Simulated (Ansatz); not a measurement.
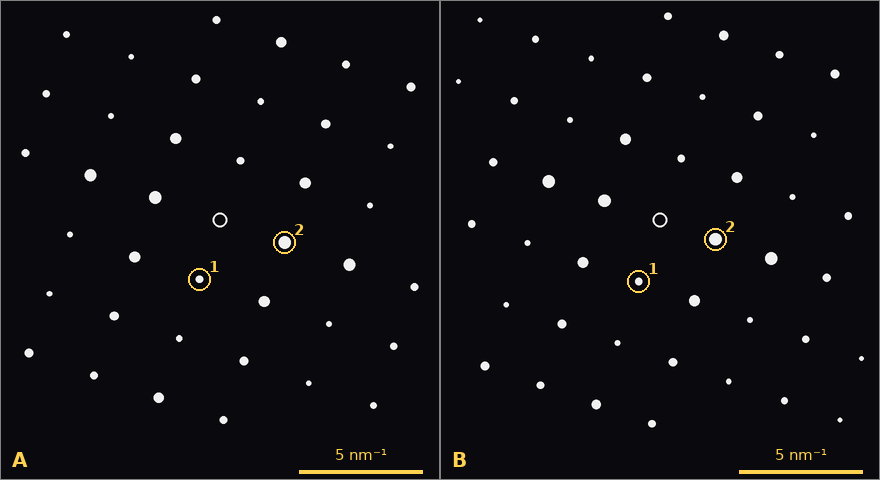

Kinematic electron diffraction patterns (200 kV, B = 0.5 Å², same scale) along [110] of the run's own cell, for the start and the end of one relaxation of NaGa2 with DFT PBE, scalar-relativistic, plane waves, PAW in Ansatz 0.2.0. k mesh 12×12×12. The start is a generated model structure, and the relaxation ends in the nearest stationary point of its symmetry, not necessarily the ground state. Spot 1 is -1 1 0 and spot 2 is 0 0 1 in both.

Start structure:

```
CELL_PARAMETERS angstrom
4.35831 0.00000 0.00000
-2.17916 3.77441 0.00000
0.00000 0.00000 4.17305
ATOMIC_POSITIONS crystal
Na 0.00000 0.00000 0.00000
Ga 0.33333 0.66667 0.50000
Ga 0.66667 0.33333 0.50000
```

Question: Which pattern belongs to the start structure, and which to the relaxed one?

Answer: B is the start: its cell gives d(1) = 3.774 Å, d(2) = 4.173 Å and an angle of 90.0°. A is the relaxed structure, with d(1) = 3.919 Å (+3.8 %), d(2) = 3.584 Å (-14.1 %) and 90.0°.

Question: Summarise the relaxation behind the change.

Answer: The volume changed by -7.4 % to 21.19 Å³ an atom; the fractional coordinates hardly changed; the space group stayed P6/mmm (No. 191); the free energy fell by 17 meV an atom. Relaxed cell: a = 4.525 Å, b = 4.525 Å, c = 3.584 Å, α = 90.00°, β = 90.00°, γ = 120.00°.
